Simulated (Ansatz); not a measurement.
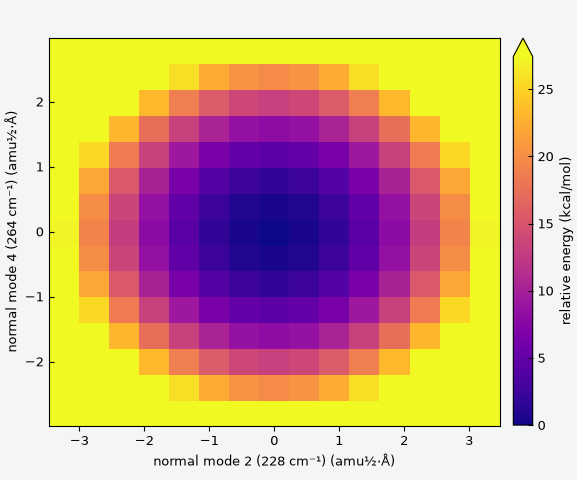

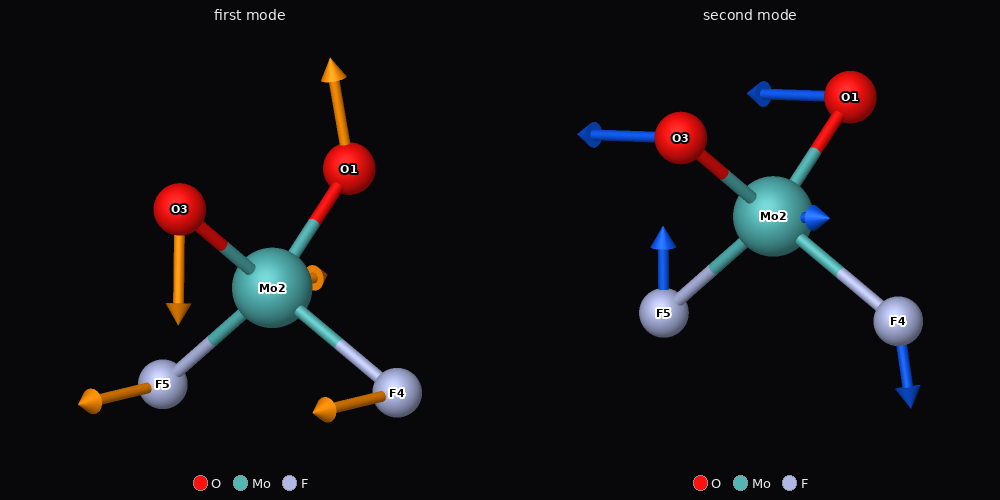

Energy landscape of F2MoO2, SMILES [O]=[Mo](=[O])([F])[F]. 
- Coordinates scanned: (1) normal mode 2 (228 cm⁻¹); (2) normal mode 4 (264 cm⁻¹).
- Nothing is relaxed (straight displacements along the two mass-weighted modes).
- The scan uses a 15 × 15 grid; 65 points were computed and 160 follow by symmetry.
- Points are written as (first, second).
- Energies are in kcal/mol, from the lowest grid point.
- Level of theory: RKS PBE-D4/def2-SVP in Ansatz 0.2.0.

In the figure: one coloured cell a grid point, one colour for all values above the top of the scale. The second picture is the structure at the lowest point

> Where are the wells?

The lowest grid point is at (0.00 amu½·Å, 0.000 amu½·Å). No other kind of well shows on this grid. The highest grid point, (3.24 amu½·Å, −2.789 amu½·Å), lies 65.7 kcal/mol above the lowest.

The input of one point:

```yaml
crystal:
  periodic: [false, false, false]
  atoms:
    - { symbol: O, position_ang: [0.634195, -1.052346, 1.172202] }
    - { symbol: Mo, position_ang: [0.007923, -0.015205, -0.001366] }
    - { symbol: O, position_ang: [-1.192989, 0.892143, 0.759967] }
    - { symbol: F, position_ang: [-0.745124, -1.012473, -1.36793] }
    - { symbol: F, position_ang: [1.345794, 1.114281, -0.604273] }
basis:
  gaussian: { orbitals: def2-SVP }
hamiltonian:
  xc: pbe
  dispersion: d4
output:
  forces: true
```

Each point was launched as `ansatz run input.yaml --threads 1 --pin off --max-ram 2560MiB --backend cpu --events-out ev --progress --plain --runs-dir out`. The whole map (65 points run) took 6 min on 1 thread of Arm Neoverse V2, on a shared host.
